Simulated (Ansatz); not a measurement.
# C₃H₆FNSi: how energies converge with the basis set

How large a basis does C₃H₆FNSi need? Two functionals are run in growing sets.

Program: Ansatz 0.2.0, Gaussian basis. Level of theory: one geometry, several basis sets. These are calculated values, not measurements.

Levels to be run: PBE0-D4/def2-SVP; ωB97M-V/def2-SVP; PBE0-D4/def2-QZVPP; ωB97M-V/def2-QZVPP; the functionals' def2-TZVPP values are taken from earlier runs.

**1. Structure used throughout**

The geometry comes from an earlier relaxation with PBE0-D4 in a triple-zeta def2 set; it is a stationary point, not always the lowest conformer.

SMILES `C[C@@H]1C=N[Si@H]1F`, 12 atoms, charge 0, spin multiplicity 1.

Atoms are counted from 1 here; the program's logs count them from 0.

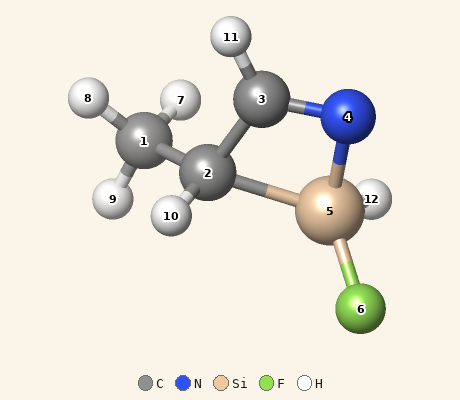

The structure; carbon grey, nitrogen blue, silicon light orange, fluorine green, hydrogen white; atoms are numbered from 1 in the order of the file.

**2. PBE0-D4 in def2-SVP**

Input file in.yaml:

```yaml
crystal:
  periodic: [false, false, false]
  atoms:
    - {symbol: C, position_ang: [0.977250, -1.103434, -0.555722]}
    - {symbol: C, position_ang: [0.448774, 0.054292, 0.269664]}
    - {symbol: C, position_ang: [-0.764704, -0.212016, 1.151329]}
    - {symbol: N, position_ang: [-1.706601, 0.650831, 1.010328]}
    - {symbol: Si, position_ang: [-0.791141, 1.333236, -0.335224]}
    - {symbol: F, position_ang: [-0.419505, 2.878406, -0.233925]}
    - {symbol: H, position_ang: [0.201519, -1.528646, -1.197510]}
    - {symbol: H, position_ang: [1.356375, -1.908531, 0.080578]}
    - {symbol: H, position_ang: [1.797685, -0.780187, -1.199300]}
    - {symbol: H, position_ang: [1.243390, 0.505128, 0.873843]}
    - {symbol: H, position_ang: [-0.844665, -1.072121, 1.829736]}
    - {symbol: H, position_ang: [-1.421478, 1.127841, -1.659698]}
basis:
  gaussian: {orbitals: def2-SVP}
hamiltonian: {xc: pbe0, dispersion: d4}
output: {orbitals: {seedname: orbitals}}
```

Run with:

```
$ ansatz run in.yaml --threads 4 --pin off --events-out ev --progress --plain --max-ram 10444MiB
```

What it wrote:

```text
Functional definition: PBE0
  name "PBE0"
  cite "Adamo & Barone, J. Chem. Phys. 110, 6158 (1999) doi:10.1063/1.478522"
  cite "Perdew, Burke & Ernzerhof, Phys. Rev. Lett. 77, 3865 (1996) doi:10.1103/PhysRevLett.77.3865"
  parent pbe
  parameter a = 0.25
  parameter kappa = 0.804
  parameter beta = 0.06672455060314922
  exchange = (1 - a)*pbe_x(kappa = kappa, mu = beta*pi^2/3) + a*exact_x
  correlation = pbe_c(beta = beta)
1338 factors; their error is unknown
mean field evaluation 1: about -15267.0333 eV, gradient 5.8e1 eV
mean field evaluation 2: about -15263.6666 eV, gradient 7.0e1 eV
mean field evaluation 4: about -15274.5252 eV, gradient 4.4e0 eV
mean field evaluation 8: about -15274.5675 eV, gradient 5.9e-2 eV
mean field evaluation 16: about -15274.6060 eV, gradient 6.0e-5 eV
mean field -15274.60599160 eV, -561.3314166914 hartree, gradient 6.0e-5 eV, S^2 0.000000; 0 other end points of the search recorded, 0 dependent functions left out
reference -15274.60601841 eV, -561.3314176769 hartree; 27, 27 occupied and 91, 91 virtual orbitals, 1338 factors
Total energy: -15274.83263951 eV, -561.3397458484 hartree
```

It took 1.4 s on 4 threads of Arm Neoverse V1, shared host.

**3. ωB97M-V in def2-SVP**

in.yaml, as its differences from that of step 2:

```diff
@@ -17,3 +17,3 @@
   gaussian: {orbitals: def2-SVP}
-hamiltonian: {xc: pbe0, dispersion: d4}
+hamiltonian: {xc: {name: wB97M-V}}
 output: {orbitals: {seedname: orbitals}}
```

Same command.

What it wrote, shortened:

```text
Functional definition: wB97M-V
  name "wB97M-V"
  cite "Mardirossian & Head-Gordon, J. Chem. Phys. 144, 214110 (2016) doi:10.1063/1.4952647"
  cite "Becke, J. Chem. Phys. 107, 8554 (1997) doi:10.1063/1.475007"
  cite "Vydrov & Van Voorhis, J. Chem. Phys. 133, 244103 (2010) doi:10.1063/1.3521275"
  # Of w^i u^j: cxij and so on, Table III.
[...]
  gx(w, u) = 1 - cx + cx01*u + cx10*w
  gss(w, u) = css00 + css04*u^4 + css10*w + css20*w^2 + css43*w^4*u^3
  gos(w, u) = cos00 + cos10*w + (cos20 + cos21*u)*w^2 + (cos60 + cos61*u)*w^6
[...]
      + integral(e_c_pw_mod_opposite_spin*gos(b97_w_opposite, b97_u_opposite)) + vv10(b, c)
1338 factors; their error is unknown
334 factors; integrals over basis functions are off by at most 7.0e-6 eV
[...]
mean field -15282.73487497 eV, -561.6301476453 hartree, gradient 7.9e-6 eV, S^2 0.000000; 0 other end points of the search recorded, 0 dependent functions left out
reference -15282.73491684 eV, -561.6301491843 hartree; 27, 27 occupied and 91, 91 virtual orbitals, 1338 factors
Total energy: -15282.73491684 eV, -561.6301491843 hartree
```

It took 5.5 s on 4 threads of Arm Neoverse V1, shared host.

**4. PBE0-D4 in def2-QZVPP**

in.yaml, as its differences from that of step 3:

```diff
@@ -16,4 +16,4 @@
 basis:
-  gaussian: {orbitals: def2-SVP}
-hamiltonian: {xc: {name: wB97M-V}}
+  gaussian: {orbitals: "def2-QZVPP.json"}
+hamiltonian: {xc: pbe0, dispersion: d4}
 output: {orbitals: {seedname: orbitals}}
```

Launched as before.

What it wrote:

```text
Functional definition: PBE0
  name "PBE0"
  cite "Adamo & Barone, J. Chem. Phys. 110, 6158 (1999) doi:10.1063/1.478522"
  cite "Perdew, Burke & Ernzerhof, Phys. Rev. Lett. 77, 3865 (1996) doi:10.1103/PhysRevLett.77.3865"
  parent pbe
  parameter a = 0.25
  parameter kappa = 0.804
  parameter beta = 0.06672455060314922
  exchange = (1 - a)*pbe_x(kappa = kappa, mu = beta*pi^2/3) + a*exact_x
  correlation = pbe_c(beta = beta)
1628 factors; their error is unknown
mean field evaluation 1: about -15275.8677 eV, gradient 7.3e1 eV
mean field evaluation 2: about -15269.0040 eV, gradient 9.0e1 eV
mean field evaluation 4: about -15286.7962 eV, gradient 7.7e0 eV
mean field evaluation 8: about -15286.9262 eV, gradient 3.5e-1 eV
mean field evaluation 16: about -15286.9264 eV, gradient 4.2e-5 eV
mean field -15286.92636311 eV, -561.7841819934 hartree, gradient 4.2e-5 eV, S^2 0.000000; 0 other end points of the search recorded, 0 dependent functions left out
reference -15286.92640298 eV, -561.7841834586 hartree; 27, 27 occupied and 508, 508 virtual orbitals, 1628 factors
Total energy: -15287.15302407 eV, -561.7925116301 hartree
```

It took 11 s on 4 threads of Arm Neoverse V1, shared host; peak memory 2.1 GiB.

**5. ωB97M-V in def2-QZVPP**

in.yaml, as its differences from that of step 4:

```diff
@@ -17,3 +17,3 @@
   gaussian: {orbitals: "def2-QZVPP.json"}
-hamiltonian: {xc: pbe0, dispersion: d4}
+hamiltonian: {xc: {name: wB97M-V}}
 output: {orbitals: {seedname: orbitals}}
```

Launched as before.

What it wrote, shortened:

```text
Functional definition: wB97M-V
  name "wB97M-V"
  cite "Mardirossian & Head-Gordon, J. Chem. Phys. 144, 214110 (2016) doi:10.1063/1.4952647"
  cite "Becke, J. Chem. Phys. 107, 8554 (1997) doi:10.1063/1.475007"
  cite "Vydrov & Van Voorhis, J. Chem. Phys. 133, 244103 (2010) doi:10.1063/1.3521275"
  # Of w^i u^j: cxij and so on, Table III.
[...]
  gx(w, u) = 1 - cx + cx01*u + cx10*w
  gss(w, u) = css00 + css04*u^4 + css10*w + css20*w^2 + css43*w^4*u^3
  gos(w, u) = cos00 + cos10*w + (cos20 + cos21*u)*w^2 + (cos60 + cos61*u)*w^6
[...]
      + integral(e_c_pw_mod_opposite_spin*gos(b97_w_opposite, b97_u_opposite)) + vv10(b, c)
1608 factors; their error is unknown
405 factors; integrals over basis functions are off by at most 6.1e-6 eV
[...]
mean field -15295.31173242 eV, -562.0923386317 hartree, gradient 6.2e-5 eV, S^2 0.000000; 0 other end points of the search recorded, 0 dependent functions left out
reference -15295.31179758 eV, -562.0923410263 hartree; 27, 27 occupied and 508, 508 virtual orbitals, 1608 factors
Total energy: -15295.31179758 eV, -562.0923410263 hartree
```

Run time: 27 s. Hardware: 4 threads of Arm Neoverse V1, shared host; peak memory 2.6 GiB.

**6. Density functionals: the series**

The def2-TZVPP values come from earlier runs at the same geometry.

```csv
functional,basis,functions,energy (eV),from the largest (eV),HOMO (eV),LUMO (eV)
PBE0-D4,def2-SVP,118,-15274.8326,12.320,-7.36,-0.71
PBE0-D4,def2-TZVPP,281,-15286.4637,0.689,-7.48,-0.88
PBE0-D4,def2-QZVPP,535,-15287.1530,0.000,-7.51,-0.94
ωB97M-V,def2-SVP,118,-15282.7349,12.577,-9.69,1.59
ωB97M-V,def2-TZVPP,281,-15294.6671,0.645,-9.83,1.30
ωB97M-V,def2-QZVPP,535,-15295.3118,0.000,-9.86,1.10
```

**7. What came out**

```
                                       quantity           value
PBE0-D4: double and triple zeta above quadruple  12.32, 0.69 eV
ωB97M-V: double and triple zeta above quadruple  12.58, 0.64 eV
```

What this shows: For PBE0-D4 the step from double to triple zeta gains 11.63 eV and the next only 0.69 eV. These are total energies; as a rule much of such shifts cancels in differences, which this series doesn't test.

For PBE0-D4 the largest set took about 8 times as long as the smallest (11 s against 1.4 s).
